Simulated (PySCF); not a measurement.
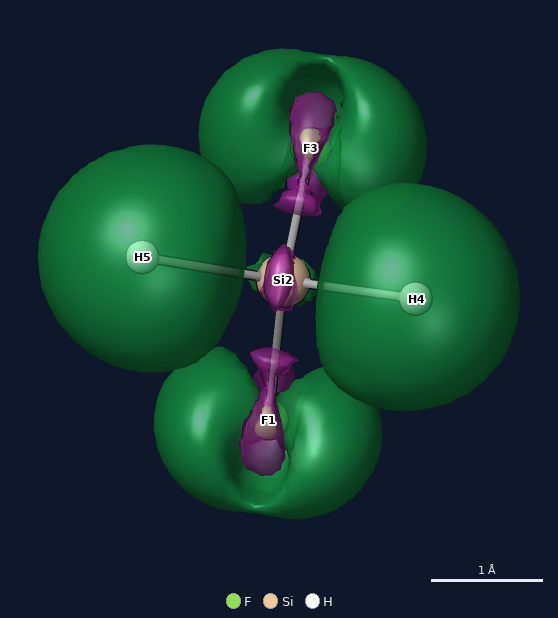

Figure. F$_{2}$H$_{2}$Si, SMILES `F[SiH2]F`. Fukui function f⁻ = ρ(N) − ρ(N−1) at fixed geometry, surfaces at ±0.02 e/Å³ (green positive, purple negative).

Computed with PySCF, B3LYP/def2-TZVP, geometry: GFN2-xTB. No frequency check shows the geometry to be a minimum.

Geometry (Å), atoms numbered from 1:

```
F1       1.2472    0.5091    0.0003
Si2      0.0000   -0.4835    0.0000
F3      -1.2472    0.5091   -0.0003
H4      -0.0024   -1.1972    1.2539
H5       0.0024   -1.1972   -1.2539
```

Q: On which atoms does the density change most on removal of an electron?

A: f⁻ (Hirshfeld-condensed) is largest on Si2 (0.27), H4 and H5 (0.21 each) and F1 and F3 (0.15 each); the vertical ionisation energy is 12.86 eV. Condensed values hint at sites of electrophilic attack but needn't mark the atom that reacts. Orbital relaxation makes it negative in places (0.07 e in all).
